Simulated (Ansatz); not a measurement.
```yaml
crystal:
  lattice:
    - [0.00000, -2.57485, -2.57485]
    - [0.00000, 2.57485, -2.57485]
    - [5.14970, 0.00000, 0.00000]
  atoms:
    - { symbol: Mo, position: [0.00000, 0.00000, 0.00000] }
    - { symbol: Se, position: [0.00000, 0.00000, 0.50000] }
    - { symbol: Mo, position: [0.50000, 0.50000, 0.50000] }
    - { symbol: Se, position: [0.50000, 0.50000, 0.00000] }
```

Space group Fm-3m; started from the rock salt prototype, which need not be the ambient phase; computed pressure about 37 GPa in this cell; Hubbard U of 6 eV on Mo d only; spin-polarised.

Theory: Ansatz 0.2.0, DFT PBEsol+U, scalar-relativistic, plane waves, PAW.

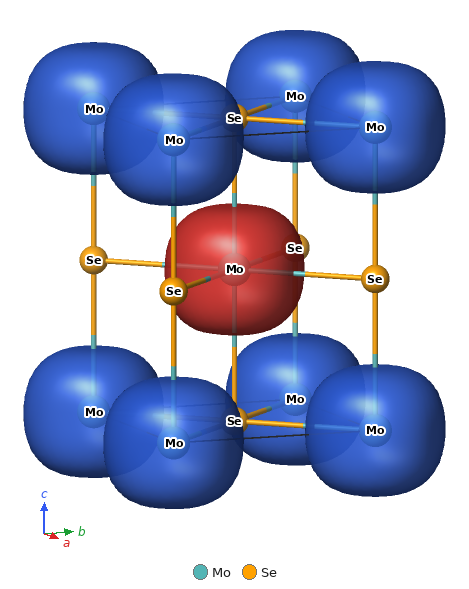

MoSe. Isosurfaces of the magnetisation density (up minus down) at +0.15 (blue) and −0.15 e/Å³ (red), seen slightly off an axis. Sticks mark near contacts.

Q: Which atoms carry the moments, and with what signs?

A: The spin density sits on Mo: +2.8 μB and −2.8 μB in one cell of 4 atoms: antiferromagnetic in this solution, which needn't be the ground state, with some nearest magnetic neighbours parallel and some opposed. The cell of the calculation (4 atoms) carries 0.0 μB of net spin moment.
